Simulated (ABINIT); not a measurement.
# CaC2 (Immm): G0W0 with ABINIT, start to end

How does a plane-wave GW calculation on CaC2 (Immm) run from the first input to the gap?

Main program and level: ABINIT 10.8.3; PBEsol and many-body steps on it, plane waves.

## (1) The starting structure

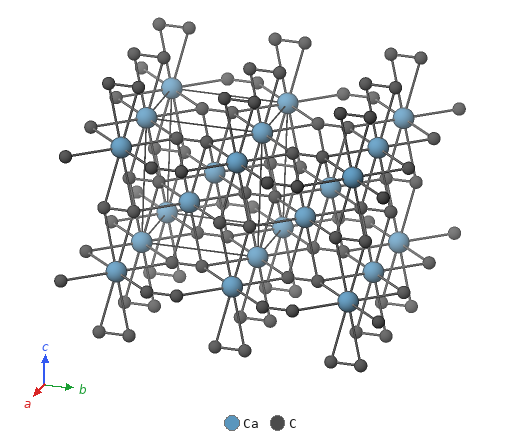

The starting structure, seen slightly off an axis (calcium blue, carbon dark grey). 2×2×1 cells are drawn. This picture shows the conventional cell, with its axes. Some periodic images of atoms are drawn too.

Coordinates:

```cif
data_structure
_symmetry_space_group_name_H-M 'Immm'
_symmetry_Int_Tables_number 71
_cell_length_a 3.7898
_cell_length_b 4.8865
_cell_length_c 5.3603
_cell_angle_alpha 90.000
_cell_angle_beta 90.000
_cell_angle_gamma 90.000
_cell_volume 99.27
loop_
_atom_site_label
_atom_site_type_symbol
_atom_site_symmetry_multiplicity
_atom_site_Wyckoff_symbol
_atom_site_fract_x
_atom_site_fract_y
_atom_site_fract_z
_atom_site_occupancy
Ca1 Ca 2 a 0.00000 0.00000 0.00000 1
C1 C 4 h 0.00000 0.87124 0.50000 1
```

The cell and positions are those that the Materials Project relaxed with its own functionals (PBE, PBE+U or r2SCAN), kept fixed.

## (2) Ground state

This step: ABINIT 10.8.3; DFT, PBEsol, plane waves, norm-conserving pseudopotentials.

The ground-state density comes first.

The input, run.abi:

```
acell 3*1.0 Angstrom
rprim 
  -1.894876555000 2.443261230000 2.680131180000
  1.894876555000 -2.443261230000 2.680131180000
  1.894876555000 2.443261230000 -2.680131180000
ntypat 2
znucl 20 6
natom 3
typat 1 2 2
xred 
  0.000000000000 0.000000000000 0.000000000000
  0.371239070000 0.500000000000 0.871239070000
  0.628760930000 0.500000000000 0.128760930000
pp_dirpath "pseudos"
pseudos "Ca.upf, C.upf"
ecut 37
ngkpt 6 6 6
nshiftk 1
shiftk 0 0 0
kptopt 1
chksymbreak 0
nband 14
occopt 1
tolvrs 1e-10
nstep 60
prtwf 0
optforces 0
optstress 0
indata_prefix "in"
outdata_prefix "out"
tmpdata_prefix "tmp"
```

Launch:

```
> OMP_NUM_THREADS=1 mpirun -n 4 abinit run.abi > log
```

Numbers of over 12 decimals in the logs are rounded to 6 here.

What it wrote:

```text
.Version 10.8.3 of ABINIT. v10.8.2 released Aug 2026.

 Symmetries : space group Im m m (# 71); Bravais oI (body-center ortho.)
================================================================================
 Values of the parameters that define the memory need of the present run
     intxc =       0    ionmov =       0      iscf =       7    lmnmax =       6
     lnmax =       6     mgfft =      45  mpssoang =       3    mqgrid =    3001
     natom =       3  nloc_mem =       1    nspden =       1   nspinor =       1
    nsppol =       1      nsym =       8    n1xccc =    2501    ntypat =       2
    occopt =       1   xclevel =       2
-    mband =          14        mffmem =           1         mkmem =          12
       mpw =        3618          nfft =       91125          nkpt =          46
================================================================================
  Rough estimation (10% accuracy) of disk space for files :
================================================================================

--------------------------------------------------------------------------------
------------- Echo of variables that govern the present computation ------------
--------------------------------------------------------------------------------
 -outvars: echo values of preprocessed input variables --------
            acell      1.8897261259E+00  1.8897261259E+00  1.8897261259E+00 Bohr

      chksymbreak           0
             ecut      3.70000000E+01 Hartree
-          fftalg         312

              ixc     -116133
              kpt      0.00000000E+00  0.00000000E+00  0.00000000E+00
                       1.66666667E-01  0.00000000E+00  0.00000000E+00
                       3.33333333E-01  0.00000000E+00  0.00000000E+00
                       5.00000000E-01  0.00000000E+00  0.00000000E+00
                       0.00000000E+00  1.66666667E-01  0.00000000E+00
                       1.66666667E-01  1.66666667E-01  0.00000000E+00
                       3.33333333E-01  1.66666667E-01  0.00000000E+00
                       5.00000000E-01  1.66666667E-01  0.00000000E+00
                      -3.33333333E-01  1.66666667E-01  0.00000000E+00
   [... 35 further rows ...]
                      -3.33333333E-01 -3.33333333E-01  3.33333333E-01
                       5.00000000E-01  5.00000000E-01  5.00000000E-01
         kptrlatt        6    0    0      0    6    0      0    0    6
          kptrlen      4.29695728E+01
P           mkmem          12
            natom           3
            nband          14
            ngfft          45      45      45
             nkpt          46
            nstep          60
             nsym           8
           ntypat           2
              occ      2.000000  2.000000  2.000000  2.000000  2.000000  2.000000
                       2.000000  2.000000  2.000000  0.000000  0.000000  0.000000
                       0.000000  0.000000
        optforces           0
        optstress           0
            prtwf           0
            rprim     -1.8948765550E+00  2.4432612300E+00  2.6801311800E+00
[...]
spgroup          71

           tolvrs      1.00000000E-10

             xred      0.0000000000E+00  0.0000000000E+00  0.0000000000E+00
[...]
znucl       20.00000    6.00000

================================================================================

 chkinp: Checking input parameters for consistency.

================================================================================
== DATASET  1 ==================================================================
-   mpi_nproc: 4, omp_nthreads: 1 (-1 if OMP is not activated)

--- !DatasetInfo
iteration_state: {dtset: 1, }
dimensions: {natom: 3, nkpt: 46, mband: 14, nsppol: 1, nspinor: 1, nspden: 1, mpw: 3618, }
cutoff_energies: {ecut:  37.0, pawecutdg:  -1.0, }
electrons: {nelect:   1.80000000E+01, charge:   0.00000000E+00, occopt:   1.00000000E+00, tsmear:   1.00000000E-02, }

 Real(R)+Recip(G) space primitive vectors, cartesian coordinates (Bohr,Bohr^-1):
 R(1)= -3.5807977  4.6170946  5.0647139  G(1)=  0.0000000  0.1082932  0.0987223
 R(2)=  3.5807977 -4.6170946  5.0647139  G(2)=  0.1396337  0.0000000  0.0987223
 R(3)=  3.5807977  4.6170946 -5.0647139  G(3)=  0.1396337  0.1082932  0.0000000
 Unit cell volume ucvol=  3.3493727E+02 bohr^3
 Angles (23,13,12)=  1.24827126E+02  1.06674293E+02  9.81616827E+01 degrees

 getcut: wavevector=  0.0000  0.0000  0.0000  ngfft=  45  45  45
         ecut(hartree)=     37.000   => boxcut(ratio)=   2.07875

--- Pseudopotential description ------------------------------------------------
- Ca Generated using ONCVPSP code by D. R. Hamann
- 20.00000  10.00000  180301                  znucl, zion, pspdat
12 -116133 2 -1 1746                          pspcod,pspxc,lmax,lloc,mmax
     nproj     2     2     2
  pspatm : epsatm=   12.46101000
         --- l  ekb(1:nproj) -->
[...]
pspatm: atomic psp has been read  and splines computed

- C Generated using ONCVPSP code by D. R. Hamann
-  6.00000   4.00000  180301                  znucl, zion, pspdat
12 -116133 1 -1 1248                          pspcod,pspxc,lmax,lloc,mmax
     nproj     2     2     0
  pspatm : epsatm=    4.34909242
         --- l  ekb(1:nproj) -->
[...]
pspatm: atomic psp has been read  and splines computed

   3.80865507E+02                                ecore*ucvol(ha*bohr**3)
--------------------------------------------------------------------------------

_setup2: Arith. and geom. avg. npw (full set) are    3600.106    3600.093

================================================================================

--- !BeginCycle
iteration_state: {dtset: 1, }
solver: {iscf: 7, nstep: 60, nline: 4, wfoptalg: 0, }
tolerances: {tolvrs: 1.00E-10, }

     iter   Etot(hartree)      deltaE(h)  residm     vres2
 ETOT  1  -50.512517792546    -5.051E+01 7.069E-02 8.795E+02
 ETOT  2  -50.618744924416    -1.062E-01 4.170E-02 1.922E+02
 ETOT  3  -50.643585391103    -2.484E-02 8.524E-03 1.126E+00
 ETOT  4  -50.643782527011    -1.971E-04 7.178E-03 3.304E-02
 ETOT  5  -50.643786407892    -3.881E-06 4.086E-03 3.158E-03
 ETOT  6  -50.643786716766    -3.089E-07 3.369E-03 3.066E-04
 ETOT  7  -50.643786749561    -3.279E-08 1.288E-03 6.731E-06
 ETOT  8  -50.643786750091    -5.301E-10 1.737E-03 6.892E-07
 ETOT  9  -50.643786750160    -6.876E-11 6.891E-04 1.168E-08
 ETOT 10  -50.643786750162    -2.139E-12 1.004E-03 8.215E-10
 ETOT 11  -50.643786750160     1.847E-12 3.360E-04 8.700E-12

 At SCF step   11       vres2   =  8.70E-12 < tolvrs=  1.00E-10 =>converged.

--- !ResultsGS
iteration_state: {dtset: 1, }
comment   : Summary of ground state results
lattice_vectors:
- [ -3.5807977,   4.6170946,   5.0647139, ]
- [  3.5807977,  -4.6170946,   5.0647139, ]
- [  3.5807977,   4.6170946,  -5.0647139, ]
lattice_lengths: [   7.73246,    7.73246,    7.73246, ]
lattice_angles: [124.827, 106.674,  98.162, ] # degrees, (23, 13, 12)
lattice_volume:   3.3493727E+02
convergence: {deltae:  1.847E-12, res2:  8.700E-12, residm:  3.360E-04, diffor:  0.000E+00, }
etotal    :  -5.06437868E+01
entropy   :   0.00000000E+00
fermie    :   8.90988714E-02
cartesian_stress_tensor: null
pressure_GPa: null
xred      :
- [  0.0000E+00,   0.0000E+00,   0.0000E+00, Ca]
- [  3.7124E-01,   5.0000E-01,   8.7124E-01,  C]
- [  6.2876E-01,   5.0000E-01,   1.2876E-01,  C]
cartesian_forces: null
force_length_stats: {min: null, max: null, mean: null, }

 Integrated electronic density in atomic spheres:
 ------------------------------------------------
 Atom  Sphere_radius  Integrated_density
[...]
2        2.00000          4.19665266
    3        2.00000          4.19665266
================================================================================

 ----iterations are completed or convergence reached----

 Mean square residual over all n,k,spin=   29.086E-07; max=  33.602E-05
 reduced coordinates (array xred) for    3 atoms
       0.000000000000      0.000000000000      0.000000000000
       0.371239070000      0.500000000000      0.871239070000
       0.628760930000      0.500000000000      0.128760930000
 rms dE/dt=  0.0000E+00; max dE/dt=  0.0000E+00; dE/dt below (all hartree)
    1       0.000000000000      0.000000000000      0.000000000000
    2       0.000000000000      0.000000000000      0.000000000000
    3       0.000000000000      0.000000000000      0.000000000000

 cartesian coordinates (angstrom) at end:
    1      0.000000     0.000000     0.000000
    2      1.894877     1.814068    -0.000000
    3     -0.000000     0.629193     2.680131
 length scales=  1.889726125908  1.889726125908  1.889726125908 bohr
              =  1.000000000000  1.000000000000  1.000000000000 angstroms
 prteigrs : about to open file out_EIG
 Fermi (or HOMO) energy (hartree) =   0.08910   Average Vxc (hartree)=  -0.34918
 Eigenvalues (hartree) for nkpt=  46  k points:
 kpt#   1, nband= 14, wtk=  0.00463, kpt=  0.0000  0.0000  0.0000 (reduced coord)
  -1.32285   -0.62796   -0.62776   -0.62370   -0.36151    0.00653    0.00828    0.07014
   0.07959    0.17519    0.22160    0.29386    0.30537    0.32761
 prteigrs : prtvol=0 or 1, do not print more k-points.

--- !EnergyTerms
iteration_state     : {dtset: 1, }
comment             : Components of total free energy in Hartree
kinetic             :  2.11323738098384E+01
hartree             :  1.08328925268560E+01
xc                  : -1.14045919728123E+01
Ewald energy        : -3.40722158980955E+01
psp_core            :  1.13712490670177E+00
local_psp           : -4.10980209215495E+01
non_local_psp       :  2.82865079890113E+00
total_energy        : -5.06437867501600E+01
total_energy_eV     : -1.37808764221770E+03
band_energy         : -6.92230913383511E+00

== END DATASET(S) ==============================================================
================================================================================

 -outvars: echo values of variables after computation  --------
           etotal     -5.0643786750E+01
            nband          14
             nkpt          46
          spgroup          71
 [... the other variables as echoed above ...]

 Calculation completed.
```

Wall time 66 s (4 MPI ranks of AMD EPYC 7571, shared host); peak memory 0.37 GiB.

Numbers from this step:

| Item | Value |
| --- | --- |
| total energy | -1378.0876 eV |
| gap | 2.343 eV |
| k of the valence top | 0.3333, -0.1667, 0.1667 |
| k of the conduction bottom | 0, 0, 0 |
| least direct gap | 2.601 eV |

The gap is indirect, with the least direct gap 0.26 eV higher.

(Part 1 of 3 ends here.)

[Paths, hosts, dates, memory and timing lines, banners, echoed tables and standing remarks are left out of the program output.]

[Logs are printed without paths, hosts, clocks, repeated set-up lines and the standing remarks that a program may print on its own settings, such as how far it seeks lower states.]

[Runs of the session that timed out or met a known fault of the program may be left out.]

[Hosts, paths, dates, database ids (printed as entryN), source tags and the programs' standing remarks are cut or masked in the printed files.]

[G0W0 gaps are taken among the corrected bands and points alone; a level outside them can change the order at an edge.]

[Where Ansatz stands beside ABINIT at settings called matched, ABINIT's density can come from a denser mesh and the files from another edition; pairs whose starting gaps differed by over 0.03 eV were left out, so agreement reads better than it is.]
